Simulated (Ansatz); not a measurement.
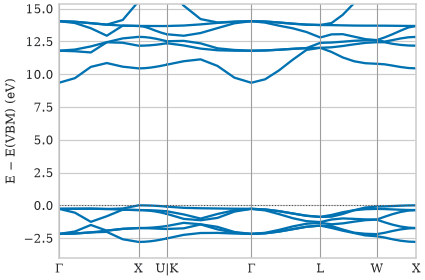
Band structure from HSE06 in the plane-wave PAW code Ansatz

Problem. Read off the gap and where the band edges lie.

Solution. About 9.4 eV (9.35 eV among the points solved); maximum at X, minimum at Γ.

The material is CaF2 (fluorite, Fm-3m).

The HSE06 relaxation kept the symmetry of its start. The hybrid was solved on a coarse mesh, the path and, where they were found, the r²SCAN edge points; its band edges are the extreme levels among these.

Potentials: the later of the program's two PAW sets.
